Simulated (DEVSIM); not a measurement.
Structure: illuminated Ge p-on-n cell, one wavelength, at 300 K.

```tsv
layer (left to right)	material	thickness (μm)	Nd (cm⁻³)	Na (cm⁻³)	τn (s)	τp (s)	absorption coefficient (cm⁻¹)
1	Ge	0.190	-	2.4e18	9.9e-9	6.9e-8	4200
2	Ge	70.0	2.8e17	-	4.3e-7	4.3e-7	4200
```

Left contact: ohmic, minority electron recombination velocity 100 cm/s. Right contact: ohmic, minority hole recombination velocity 2e5 cm/s. Voltage is applied to the left contact. Recombination: SRH at mid-gap, radiative, Auger. Light enters at the left, 3.9e16 photons cm⁻² s⁻¹, one pass, no reflection. Mobility is constant in doping.

This is a model device: material constants are rounded textbook-type values typed into the input, and sizes, dopings and lifetimes were drawn at random. Values at 300 K.

```tsv
parameter	Ge
gap (eV)	0.664
affinity (eV)	4
permittivity	16
Nc (cm⁻³)	1.04e19
Nv (cm⁻³)	6e18
μn (cm²/Vs)	3900
μp (cm²/Vs)	1900
B (cm³/s)	6.4e-14
Cn (cm⁶/s)	1e-31
Cp (cm⁶/s)	1e-31
```

Model (solved in DEVSIM): 1D drift-diffusion, Boltzmann statistics, complete ionisation; no tunnelling, impact ionisation, image-force lowering or self-heating.

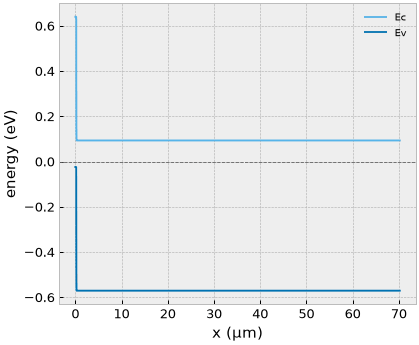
Figure: Band edges at zero bias, in the dark

Energies count from the Fermi level of the right contact; mesh points crowd at the junctions.

```tsv
x (μm)	Ec (eV)	Ev (eV)	n (cm⁻³)	p (cm⁻³)	field (V/cm)
0.000	0.640	-0.024	1.8e8	2.4e18	≈ 0
0.02706	0.640	-0.024	1.8e8	2.4e18	≈ 0
0.07336	0.640	-0.024	1.8e8	2.4e18	≈ 0
0.1365	0.640	-0.024	1.8e8	2.4e18	≈ 0
0.1834	0.627	-0.037	3.1e8	1.4e18	-41000
0.2052	0.344	-0.320	1.7e13	2.5e13	-120000
0.2546	0.098	-0.566	2.4e17	1.9e9	-5000
0.4219	0.093	-0.571	2.8e17	1.6e9	≈ 0
0.7446	0.093	-0.571	2.8e17	1.6e9	≈ 0
1.422	0.093	-0.571	2.8e17	1.6e9	≈ 0
3.006	0.093	-0.571	2.8e17	1.6e9	≈ 0
8.369	0.093	-0.571	2.8e17	1.6e9	≈ 0
17.97	0.093	-0.571	2.8e17	1.6e9	≈ 0
39.22	0.093	-0.571	2.8e17	1.6e9	≈ 0
59.48	0.093	-0.571	2.8e17	1.6e9	≈ 0
65.47	0.093	-0.571	2.8e17	1.6e9	≈ 0
68.03	0.093	-0.571	2.8e17	1.6e9	≈ 0
69.25	0.093	-0.571	2.8e17	1.6e9	≈ 0
69.88	0.093	-0.571	2.8e17	1.6e9	≈ 0
70.06	0.093	-0.571	2.8e17	1.6e9	≈ 0
70.15	0.093	-0.571	2.8e17	1.6e9	≈ 0
70.19	0.093	-0.571	2.8e17	1.6e9	≈ 0
```
